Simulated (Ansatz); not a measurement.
# AsH3OSi: saddle search for pyramidal inversion, by script

Wanted for AsH3OSi: a saddle search for pyramidal inversion. SMILES: O1[SiH2][AsH]1.

All numbers are computed with Ansatz 0.2.0, driven from Python. Level of theory: B3LYP/def2-SVP.

### 1 The system

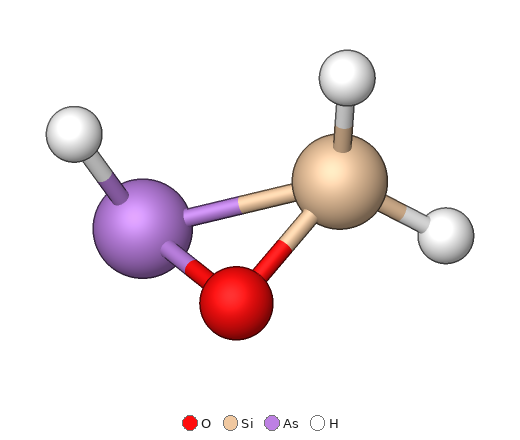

The structure that the script starts from, seen from a chosen angle (oxygen red, silicon light orange, arsenic purple, hydrogen white).

The script holds or builds the structure itself.

### 2 The code

Contents of ts_ash3osi.py:

```python
'''Inversion barrier of AsH3OSi: minimum and transition state.'''

from dataclasses import dataclass
import itertools
import logging
import sys

import ansatz as az
from ase.data import atomic_numbers, covalent_radii
import numpy as np

logging.basicConfig(stream=sys.stdout, format='%(name)s: %(message)s')
log = logging.getLogger('ash3osi')
log.setLevel(logging.INFO)


@dataclass(frozen=True)
class Settings:
    basis_set: str = 'def2-SVP'
    xc: str = 'b3lyp'


cfg = Settings()

geometry_ang = [
    ('O', (0.7422, -1.0753, 0.1423)),
    ('Si', (-0.3385, 0.0254, -0.7344)),
    ('As', (-0.2914, -0.3156, 1.5345)),
    ('H', (-1.2789, -0.7186, -1.4799)),
    ('H', (0.4138, 1.1833, -1.2555)),
    ('H', (0.7949, 0.8367, 1.7467)),
]
molecule = az.Crystal.molecule()
for symbol, xyz in geometry_ang:
    molecule = molecule.atom(symbol, xyz)

model = molecule.calculation().basis(gaussian=cfg.basis_set).functional(cfg.xc)
symbols = [site.symbol for site in molecule.cartesian_sites]
start = np.array([site.position_ang for site in molecule.cartesian_sites], dtype=float)
r = model.relax(force_tolerance=0.005).run().report
end = np.array(r['positions_ang'])

# start with the apex atom pushed most of the way into the plane of its neighbours
a, b, d = end[[0, 1, 5]]
normal = np.cross(b - a, d - a)
normal /= np.linalg.norm(normal)
flat = end.copy()
flat[2] -= 0.8 * ((end[2] - a) @ normal) * normal
guess = np.zeros_like(flat)
guess[2] = normal
near = az.Crystal.molecule()
for symbol, place in zip(symbols, flat):
    near = near.atom(symbol, place.tolist())
search = (
    near.calculation()
    .basis(gaussian=cfg.basis_set)
    .functional(cfg.xc)
    .saddle(mode_guess=guess.tolist(), force_tolerance=0.01, max_steps=40)
)
steps = []
top = search.session().plan().execute(on_event=lambda e: steps.append(e['data']) if e['event'] == 'saddle_step' else None).report
for s in steps:
    log.info(f'step {s["step"]:2d}  E = {s["lagrangian_ev"]:.5f} eV  force {s["allowed_force_max_ev_ang"]:.4f} eV/A  curvature {s["curvature_ev_ang2"]:.3f} eV/A^2')
log.info(f'minimum {r["free_energy_ev"]:.5f} eV, saddle {top["free_energy_ev"]:.5f} eV')
log.info(f'electronic barrier {(top["free_energy_ev"] - r["free_energy_ev"]):.2f} eV')
saddle = np.array(top['positions_ang'])
# pairs closer than 1.2 times the sum of covalent radii, before or after
radius = [covalent_radii[atomic_numbers[s]] for s in symbols]
span = lambda where, i, j: np.linalg.norm(where[i] - where[j])
bonded = [(i, j) for i, j in itertools.combinations(range(len(symbols)), 2) if min(span(end, i, j), span(saddle, i, j)) < 1.2 * (radius[i] + radius[j])]
log.info('pair        before    after (A)')
for i, j in bonded:
    print(f'{symbols[i]}{i}-{symbols[j]}{j}'.ljust(10), f'{span(end, i, j):8.4f} {span(saddle, i, j):8.4f}')
for first, second in list(itertools.combinations(bonded, 2)):
    shared = set(first) & set(second)
    if shared and symbols[(j := shared.pop())] != 'H':
        i, k = sorted((set(first) | set(second)) - {j})
        u, v = saddle[i] - saddle[j], saddle[k] - saddle[j]
        angle = np.degrees(np.arccos(np.clip(u @ v / np.linalg.norm(u) / np.linalg.norm(v), -1, 1)))
        log.info(f'final angle {symbols[i]}{i}-{symbols[j]}{j}-{symbols[k]}{k}: {angle:.2f} deg')
```

### 3 What the engine is handed

The engine receives this input (first run):

```yaml
crystal:
  periodic: [false, false, false]
  atoms:
    - { symbol: O, position_ang: [0.7422, -1.0753, 0.1423] }
    - { symbol: Si, position_ang: [-0.3385, 0.0254, -0.7344] }
    - { symbol: As, position_ang: [-0.2914, -0.3156, 1.5345] }
    - { symbol: H, position_ang: [-1.2789, -0.7186, -1.4799] }
    - { symbol: H, position_ang: [0.4138, 1.1833, -1.2555] }
    - { symbol: H, position_ang: [0.7949, 0.8367, 1.7467] }
basis:
  gaussian:
    orbitals: def2-SVP
hamiltonian:
  xc: b3lyp
relax:
  f_tol: 0.005
```

### 4 The run

The run is started by

```sh
> python ts_ash3osi.py
```

Log:

```text
ash3osi: step  1  E = -70795.43187 eV  force 19.2898 eV/A  curvature -59.731 eV/A^2
ash3osi: step  2  E = -70797.54803 eV  force 10.2268 eV/A  curvature -68.336 eV/A^2
ash3osi: step  3  E = -70799.45788 eV  force 7.3789 eV/A  curvature -48.428 eV/A^2
ash3osi: step  4  E = -70800.51710 eV  force 3.6057 eV/A  curvature -43.017 eV/A^2
ash3osi: step  5  E = -70801.24480 eV  force 1.8721 eV/A  curvature -30.648 eV/A^2
ash3osi: step  6  E = -70801.56940 eV  force 1.5235 eV/A  curvature -27.354 eV/A^2
ash3osi: step  7  E = -70801.69233 eV  force 1.6216 eV/A  curvature -24.458 eV/A^2
ash3osi: step  8  E = -70801.81447 eV  force 1.3832 eV/A  curvature -18.125 eV/A^2
ash3osi: step  9  E = -70801.97433 eV  force 1.3833 eV/A  curvature -10.006 eV/A^2
ash3osi: step 10  E = -70802.01033 eV  force 0.7902 eV/A  curvature -13.019 eV/A^2
ash3osi: step 11  E = -70802.05791 eV  force 0.5570 eV/A  curvature -13.349 eV/A^2
ash3osi: step 12  E = -70802.11713 eV  force 0.5214 eV/A  curvature -13.141 eV/A^2
ash3osi: step 13  E = -70802.23980 eV  force 0.8882 eV/A  curvature -18.679 eV/A^2
ash3osi: step 14  E = -70802.33498 eV  force 1.3477 eV/A  curvature -27.795 eV/A^2
ash3osi: step 15  E = -70802.35739 eV  force 0.3472 eV/A  curvature -23.145 eV/A^2
ash3osi: step 16  E = -70802.36333 eV  force 0.1291 eV/A  curvature -24.556 eV/A^2
ash3osi: step 17  E = -70802.36477 eV  force 0.0886 eV/A  curvature -24.143 eV/A^2
ash3osi: step 18  E = -70802.36426 eV  force 0.0248 eV/A  curvature -23.988 eV/A^2
ash3osi: step 19  E = -70802.36434 eV  force 0.0132 eV/A  curvature -24.096 eV/A^2
ash3osi: step 20  E = -70802.36446 eV  force 0.0125 eV/A  curvature -24.123 eV/A^2
ash3osi: step 21  E = -70802.36448 eV  force 0.0092 eV/A  curvature -24.263 eV/A^2
ash3osi: step 22  E = -70802.36451 eV  force 0.0003 eV/A  curvature -24.152 eV/A^2
ash3osi: minimum -70804.66799 eV, saddle -70802.36472 eV
ash3osi: electronic barrier 2.30 eV
ash3osi: pair        before    after (A)
O0-Si1       1.6754   1.5979
O0-As2       1.9343   2.1498
Si1-As2      2.3074   2.3836
Si1-H3       1.4849   1.4832
Si1-H4       1.4852   1.4832
As2-H5       1.5442   1.5034
ash3osi: final angle Si1-O0-As2: 77.45 deg
ash3osi: final angle O0-Si1-As2: 61.69 deg
ash3osi: final angle O0-Si1-H3: 121.80 deg
ash3osi: final angle O0-Si1-H4: 121.80 deg
ash3osi: final angle O0-As2-Si1: 40.87 deg
ash3osi: final angle O0-As2-H5: 91.98 deg
ash3osi: final angle As2-Si1-H3: 113.76 deg
ash3osi: final angle As2-Si1-H4: 113.75 deg
ash3osi: final angle Si1-As2-H5: 132.85 deg
ash3osi: final angle H3-Si1-H4: 112.61 deg
```

Wall time 7.5 min (1 thread of Arm Neoverse N1, shared host); peak memory 0.24 GiB.

### 5 What changed from run to run

The engine's inputs for the other runs:

Run 2, against run 1:

```diff
@@ -4,6 +4,6 @@
-    - { symbol: O, position_ang: [0.7422, -1.0753, 0.1423] }
-    - { symbol: Si, position_ang: [-0.3385, 0.0254, -0.7344] }
-    - { symbol: As, position_ang: [-0.2914, -0.3156, 1.5345] }
-    - { symbol: H, position_ang: [-1.2789, -0.7186, -1.4799] }
-    - { symbol: H, position_ang: [0.4138, 1.1833, -1.2555] }
-    - { symbol: H, position_ang: [0.7949, 0.8367, 1.7467] }
+    - { symbol: O, position_ang: [0.7533100996877701, -1.086097952050036, 0.1139898262685535] }
+    - { symbol: Si, position_ang: [-0.2619712047596877, -0.026699051851897675, -0.6946757064123529] }
+    - { symbol: As, position_ang: [0.4893296220179182, 0.0509418154799815, 1.1778333611038292] }
+    - { symbol: H, position_ang: [-1.3281004743200067, -0.6335039656150304, -1.5313908609310787] }
+    - { symbol: H, position_ang: [0.3815521895232267, 1.1396460168566114, -1.3515420012810417] }
+    - { symbol: H, position_ang: [0.7286166158513033, 0.8649792617510589, 1.8238556261230652] }
@@ -15,2 +15,10 @@
-relax:
-  f_tol: 0.005
+saddle:
+  mode_guess:
+    - [0.0, 0.0, 0.0]
+    - [0.0, 0.0, 0.0]
+    - [0.7903032017210458, 0.4094606659111316, -0.4558100617813047]
+    - [0.0, 0.0, 0.0]
+    - [0.0, 0.0, 0.0]
+    - [0.0, 0.0, 0.0]
+  f_tol: 0.01
+  max_steps: 40
```

### 6 What each run gave

One row for each of the 2 runs:

```tsv
run	kind of run	energy from run 1 (eV)	SCF cycles in all	CPU time (s)
1	relaxation	0.0000	74	42
2	saddle search	2.3033	765	400
```

### 7 The relaxation of run 1, step by step

Relaxation path:

| step | E - E(step 1) (eV) | largest force component (eV/Å) |
| --- | --- | --- |
| 1 | 0.0000 | 2.3940 |
| 2 | -0.1904 | 1.1420 |
| 3 | -0.2641 | 0.4863 |
| 4 | -0.2567 | 0.2781 |
| 5 | -0.2820 | 0.0588 |
| 6 | -0.2823 | 0.0158 |
| 7 | -0.2824 | 0.0061 |
| 8 | -0.2824 | 0.0024 |

Step 1 is the start. Step 4 was tried and not accepted.

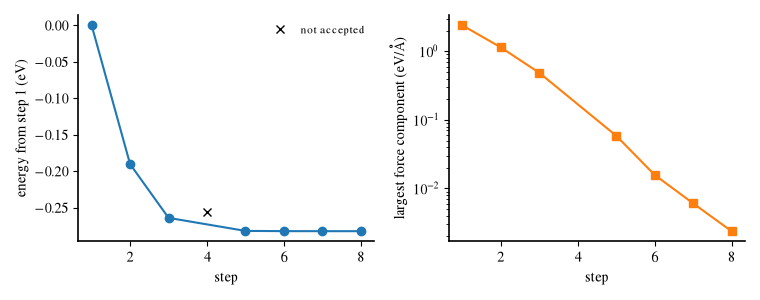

Energy and largest force along the relaxation.

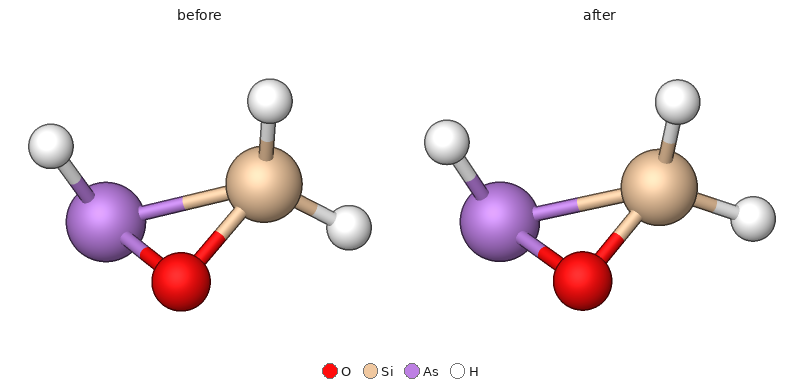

Before and after, at one scale.

Before: Bond lengths: O1–Si2 1.774 Å, O1–As3 1.893 Å, Si2–As3 2.295 Å, Si2–H4 1.412 Å, Si2–H5 1.476 Å, As3–H6 1.598 Å. Angles: O1–Si2–As3 53.6°, O1–Si2–H4 109.9°, O1–Si2–H5 110.5°, As3–Si2–H4 117.2°, As3–Si2–H5 117.1°, H4–Si2–H5 124.5°, Si2–O1–As3 77.4°, O1–As3–Si2 49.0°, O1–As3–H6 90.9°, Si2–As3–H6 92.2°.

After: Bond lengths: O1–Si2 1.675 Å, O1–As3 1.934 Å, Si2–As3 2.307 Å, Si2–H4 1.485 Å, Si2–H5 1.485 Å, As3–H6 1.544 Å. Angles: O1–Si2–As3 55.4°, O1–Si2–H4 116.7°, O1–Si2–H5 116.6°, As3–Si2–H4 121.1°, As3–Si2–H5 122.2°, H4–Si2–H5 112.5°, Si2–O1–As3 79.1°, O1–As3–Si2 45.5°, O1–As3–H6 95.8°, Si2–As3–H6 93.3°.

### 8 Results

| quantity | value |
| --- | --- |
| runs compared | 2 |
| moves of the relaxation of run 1 | 6 |
| energy gained in run 1 | 0.282 eV |
| last largest force component of run 1 | 0.0024 eV/Å |

The dearest, run 2 (saddle search), took some 9.5 times as long as run 1 (relaxation). Run 1: The relaxation took 6 moves; the largest shift is 0.111 Å. The energies are electronic: no zero-point or thermal terms, and the basis set is short of its limit. No separate frequency run checks the order of the saddle point. b3lyp holds the VWN-RPA fit, as in Gaussian; the form of ORCA and Turbomole is b3lyp5.
